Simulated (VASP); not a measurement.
Band structure of Zn (hcp). These are vdW-DF2, VASP's PBE PAW potentials (set 64) (plane waves; VASP) values and carry that method's errors.

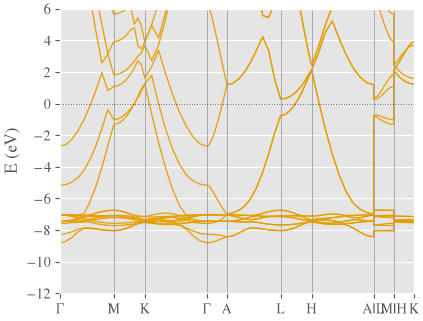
Fig. 1. Bands along high-symmetry lines, zero at the valence-band maximum or, without a gap, the Fermi level

Read the plot: is there a gap, and where are the band edges?

It has no gap at this level: it comes out as a metal or semimetal. (Edges off the drawn lines would not show.)

The compound is Zn in the hcp structure. It was relaxed first, which changed the volume by +29 %.
